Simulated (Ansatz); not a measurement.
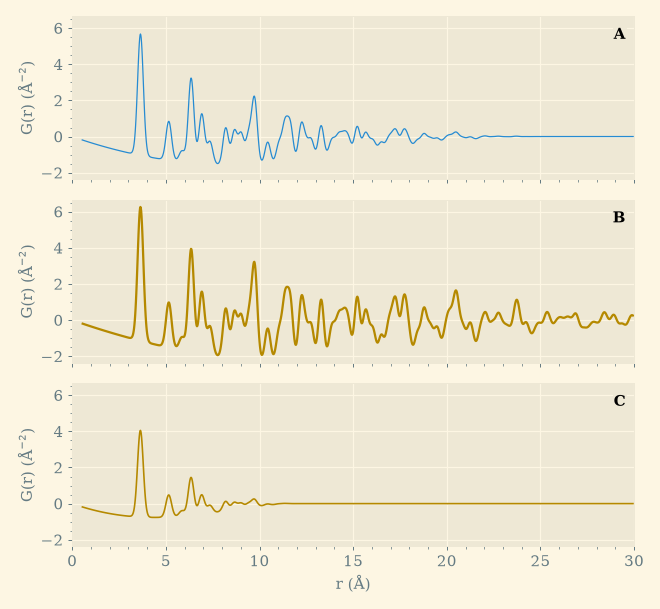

The curve is a calculated X-ray PDF: distances of the static structure, each pair weighted by the product of the atomic numbers (X-ray weights at Q = 0), broadened by Gaussians with σ = 0.15 Å, for spherical particles of Er with the bulk structure: the bulk G(r) is multiplied by the envelope of a sphere of diameter D, 1 − 3r/2D + r³/2D³, with no surface relaxation. The number density is 0.0291 atoms per Å³. Structure used: the end point of a relaxation with DFT PBE, scalar-relativistic, plane waves, PAW in Ansatz 0.2.0.

> The diameters are 12, 25 and 40 Å. Which curve belongs to which?

curve A: 25 Å; curve B: 40 Å; curve C: 12 Å. The smaller the particle, the sooner the oscillations die out.
